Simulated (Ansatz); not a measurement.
The calculation's input:

```
crystal:
  periodic: [false, false, false]
  atoms:
    - {symbol: Ge, position_ang: [0.913473, -0.913745, 0.615313]}
    - {symbol: Ge, position_ang: [0.034663, 1.417156, 0.195819]}
    - {symbol: Cl, position_ang: [0.541497, -0.098768, -1.687604]}
    - {symbol: Cl, position_ang: [-1.489633, -0.404643, 0.876471]}
basis:
  gaussian: {orbitals: def2-TZVP, initial_orbitals: start.molden}
hamiltonian: {xc: pbe0, dispersion: d4}
scf: {omitted_lower_state_checks: [starts]}
output: {orbitals: {seedname: orbitals}}
```

Command:

```sh
ansatz run in.yaml --threads 4 --pin off --events-out ev --progress --plain --max-ram 4787MiB
```

Geometry: PBE-D4/def2-SVP.

Computed with Ansatz, RKS PBE0-D4/def2-TZVP.

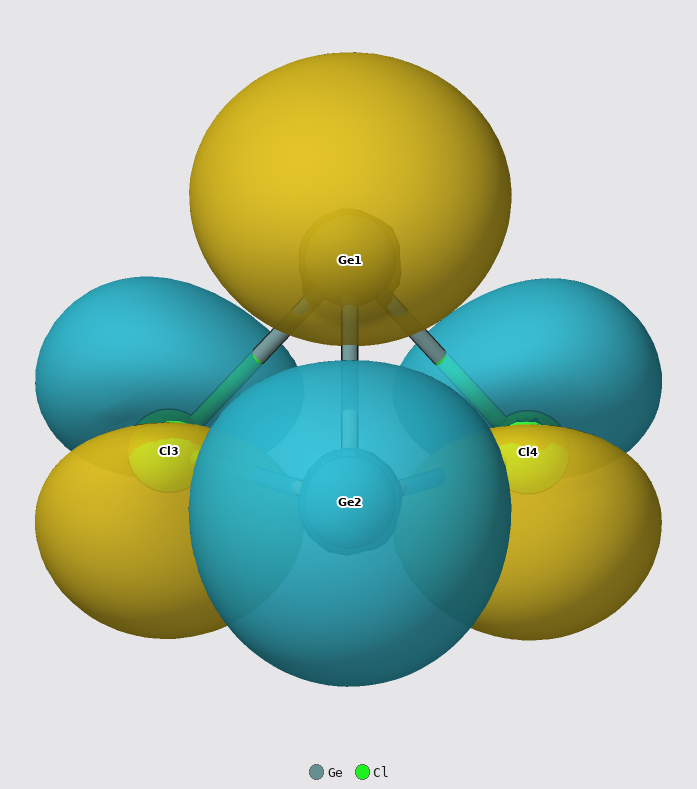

Cl2Ge2. The HOMO−1 at ±0.06 Å⁻³ᐟ² (yellow and cyan are the two phases), seen at a tilt.

### Describe this orbital and give its energy.

By Hirshfeld shares it lies mainly on Cl3 (about 25 %), Cl4 (about 25 %), Ge1 (about 25 %) and Ge2 (about 25 %). Its energy is −8.59 eV.
